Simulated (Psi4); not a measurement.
**SF (Monosulfur monofluoride) at UBP86/6-31G(d) (density fitting with cc-pvqz-jkfit, spherical functions, sweep point 5)**

Aim: the vertical electron affinity of SF (Monosulfur monofluoride) at UBP86/6-31G* (density fitting with cc-pvqz-jkfit, spherical functions, sweep point 5), from 2 runs. 

Program for the calculation: Psi4 1.11.

### 1 The molecule

SF has 2 atoms, charge 0, and is taken as a doublet. SMILES: `F[S]`. The coordinates come from a GFN2-xTB relaxation.

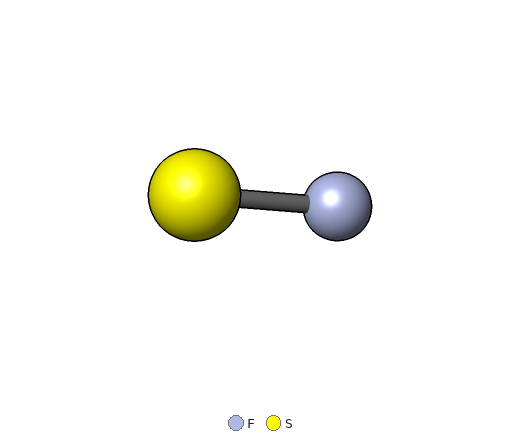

The structure, seen from a chosen angle (fluorine light blue, sulfur yellow).

### 2 A single-point energy at UBP86/6-31G(d) (density fitting with cc-pvqz-jkfit, spherical functions, sweep point 5)

fs.inp

```
memory 1600 mb

molecule system {
  0 2
  F      0.000000     0.000000     0.000000
  S      0.000000     0.000000     1.626530
  symmetry c1
}

set {
  reference uks
  puream true
  scf_type df
  dft_radial_points 99
  dft_spherical_points 590
  df_basis_scf cc-pvqz-jkfit
  maxiter 150
}

energy_value, wavefunction = energy('bp86/6-31G*', return_wfn=True)
```

On the command line:

```bash
$ psi4 -n 1 fs.inp fs.out
```

fs.out:

```text
[...]
  Running in c1 symmetry.
[...]
  Nuclear repulsion =   46.849131793744959
[...]
  Multiplicity = 2
[...]
  Nalpha       = 13
  Nbeta        = 12
[...]
    Number of basis functions: 32
[...]
   @DF-UKS iter   1:  -497.94892534830944   -1.90136e-01   6.78291e-03 DIIS/ADIIS
[...]
   @DF-UKS iter   8:  -497.96842856564740   -1.09101e-08   6.88151e-07 DIIS
[...]
   @S^2 Observed:                7.515593184E-01
[...]
    Orbital Energies [Eh]
    ---------------------
    Alpha Occupied:
       1A    -88.185419     2A    -24.339670     3A     -7.756792
       4A     -5.783864     5A     -5.781417     6A     -5.763464
       7A     -1.130162     8A     -0.657708     9A     -0.449355
      10A     -0.423253    11A     -0.402390    12A     -0.260395
      13A     -0.220705
    Alpha Virtual:
      14A     -0.097428    15A      0.224423    16A      0.292852
      17A      0.313448    18A      0.315704    19A      0.597308
      20A      0.632329    21A      0.650894    22A      0.652466
      23A      0.805054    24A      1.161498    25A      1.168554
[...]
  @DF-UKS Final Energy:  -497.96842856564740
   => Energetics <=
    Nuclear Repulsion Energy =             46.8491317937449594
    One-Electron Energy =                -781.9974676997703682
    Two-Electron Energy =                 273.3234314349126066
    DFT Exchange-Correlation Energy =     -36.1435240945346052
    Empirical Dispersion Energy =           0.0000000000000000
    VV10 Nonlocal Energy =                  0.0000000000000000
    Total Energy =                       -497.9684285656474003
[...]
 Multipole Moments:
 ------------------------------------------------------------------------------------
     Multipole            Electronic (a.u.)      Nuclear  (a.u.)        Total (a.u.)
 ------------------------------------------------------------------------------------
 L = 1.  Multiply by 2.5417464519 to convert [e a0] to [Debye]
 Dipole X            :         -0.0000000            0.0000000           -0.0000000
 Dipole Y            :          0.0000000            0.0000000            0.0000000
 Dipole Z            :         -0.7096377            0.9784726            0.2688349
 Magnitude           :                                                    0.2688349
[...]
```

It took 3.6 s on 1 thread of Intel Xeon Platinum 8488C (Sapphire Rapids), shared host; peak memory 0.3 GiB.

### 3 The singlet anion, same level

input.inp

```
memory 1600 mb

molecule molecule1 {
  -1 1
  F      0.000000     0.000000     0.000000
  S      0.000000     0.000000     1.626530
  symmetry c1
}

set basis 6-31G*
set puream true
set scf_type df
set dft_radial_points 99
set dft_spherical_points 590
set df_basis_scf cc-pvqz-jkfit

energy('bp86')
print_variables()
```

On the command line:

```bash
$ psi4 -i input.inp -o input.out -n 1
```

input.out:

```text
[...]
  Running in c1 symmetry.
[...]
  Nuclear repulsion =   46.849131793744959
[...]
  Multiplicity = 1
[...]
  Nalpha       = 13
  Nbeta        = 13
[...]
    Number of basis functions: 32
[...]
   @DF-RKS iter   1:  -497.91638903813339   -1.57600e-01   1.30035e-02 DIIS/ADIIS
[...]
   @DF-RKS iter   8:  -498.02291622126353   -2.41903e-09   1.78726e-07 DIIS
[...]
    Orbital Energies [Eh]
    ---------------------
    Doubly Occupied:
       1A    -87.826075     2A    -24.005320     3A     -7.397067
       4A     -5.427331     5A     -5.409920     6A     -5.409920
       7A     -0.807859     8A     -0.315969     9A     -0.125224
      10A     -0.093699    11A     -0.093699    12A      0.095773
      13A      0.095773
[...]
  @DF-RKS Final Energy:  -498.02291622126353
   => Energetics <=
    Nuclear Repulsion Energy =             46.8491317937449594
    One-Electron Energy =                -790.3688566415005425
    Two-Electron Energy =                 281.9700465553682989
    DFT Exchange-Correlation Energy =     -36.4732379288762516
    Empirical Dispersion Energy =           0.0000000000000000
    VV10 Nonlocal Energy =                  0.0000000000000000
    Total Energy =                       -498.0229162212635288
[...]
 Multipole Moments:
 ------------------------------------------------------------------------------------
     Multipole            Electronic (a.u.)      Nuclear  (a.u.)        Total (a.u.)
 ------------------------------------------------------------------------------------
 L = 1.  Multiply by 2.5417464519 to convert [e a0] to [Debye]
 Dipole X            :         -0.0000000            0.0000000           -0.0000000
 Dipole Y            :          0.0000000            0.0000000            0.0000000
 Dipole Z            :         -1.5068186            0.9784726           -0.5283460
 Magnitude           :                                                    0.5283460
[...]
```

Run time: 2.8 s. Hardware: 1 thread of Intel Xeon Platinum 8488C (Sapphire Rapids), shared host; peak memory 0.3 GiB.

### 4 Outcome

Level: UBP86/6-31G* (density fitting with cc-pvqz-jkfit, spherical functions, sweep point 5).

| quantity | value |
| --- | --- |
| doublet SF: total energy | -497.96843 Eh |
| doublet SF: dipole moment | 0.68 D |
| doublet SF: HOMO energy (highest over α and β) | -5.71 eV |
| doublet SF: LUMO energy (lowest over α and β) | -5.54 eV |
| doublet SF: ⟨S²⟩ | 0.752 |
| singlet anion: total energy | -498.02292 Eh |
| singlet anion: HOMO energy | 2.61 eV |
| singlet anion: LUMO energy | 5.87 eV |
| singlet anion: HOMO–LUMO gap (to an unbound level, set by the basis) | 3.27 eV |
| vertical electron affinity (to the singlet anion) | 1.483 eV |

In words: At fixed nuclei the extra electron is bound by 1.48 eV (143 kJ/mol). The basis has no diffuse functions, so the error can be as large as this value. The HOMO (singlet anion) lies at positive energy, 2.61 eV, as semi-local functionals often give for anions; only total energies tell whether the electron is bound.
